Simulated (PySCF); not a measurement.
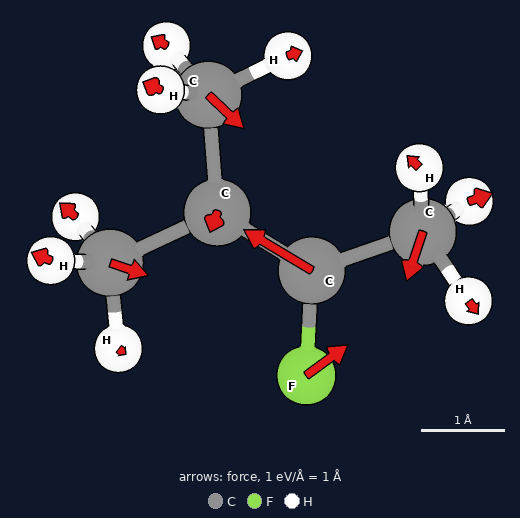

Starting geometry of C5H9F with the computed forces as red arrows. Style: ball-and-stick. Shown at a tilt.

The start comes from MMFF94s.

The calculation used PBE0-D3(BJ)/def2-SVP geometry optimisation, gas phase in PySCF. 

Question: What follows when this structure is relaxed?

Answer: It isn't relaxed: the largest force vector, on a C atom, is 1.03 eV/Å. The final displacements have little in common with the starting forces (cosine between the two patterns 0.06). The largest move after the best rigid fit is that of an H atom, 0.50 Å. By element the largest moves are H 0.50 Å, F 0.10 Å, C 0.09 Å. Among the contacts that change: C–C 1.495 → 1.486 Å, C–H 1.094 → 1.102 Å, C–C 1.347 → 1.340 Å, C–C 1.506 → 1.499 Å. Among the angles between lasting bonds that change: C–C–F 115.8° → 110.7°, C–C–C 126.6° → 130.4°. Groups turn about C–C by about 25°. Over 9 geometry steps the energy falls by 0.087 eV.
